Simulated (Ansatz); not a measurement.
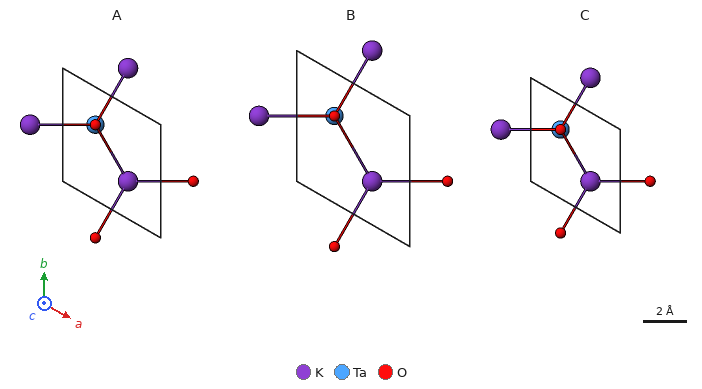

3 geometries from one relaxation of crystalline KTaO$_{2}$ (a generated structure, set up in P-6m2) (coarse preliminary run), in shuffled order. The picture is a ball-and-stick view of the cell of the calculation, seen along the c axis.

Level of theory: Ansatz, DFT PBE, scalar-relativistic, plane waves, PAW. (plane-wave cutoff 420 eV; k-point mesh 6 × 6 × 4; occupations gaussian; smearing width 0.1 eV; no spin polarisation; cell and atoms relaxed; force threshold 0.04 eV/Å; at most 70 steps)

Put them in the order of the run, from the start to the converged end.

C, A, B. They are steps 0, 4, 15, at +2439 meV per atom, +193 meV per atom relative to the last. The largest moves relative to the cell, 0.039 Å, are those of O atoms. K and Ta stay in place. Cell: a = b 4.895 → 6.184 Å (+26.3 %), c 4.240 → 5.111 Å (+20.5 %). Volume +92.4 %. Some distances before and after: K–O 3.212 → 4.035 Å, K–Ta 2.826 → 3.570 Å, O–Ta 1.526 → 1.879 Å, O–O 1.188 → 1.354 Å. The space group stays P-6m2 (No. 187). Over 12 accepted moves (15 points after the start) the energy falls by 2439 meV per atom. Largest force component: 15 eV/Å at the start, 0.0047 eV/Å at the end. Pressure: 73.10 GPa at the start and 0.03 GPa at the end. The SCF was repeated 3 times at an unchanged geometry on a basis and grid sized afresh for the cell, which shifted the energy by 103 meV per atom at most.

Limits of the set-up: the k-point mesh is coarse for a cell with partly filled bands.
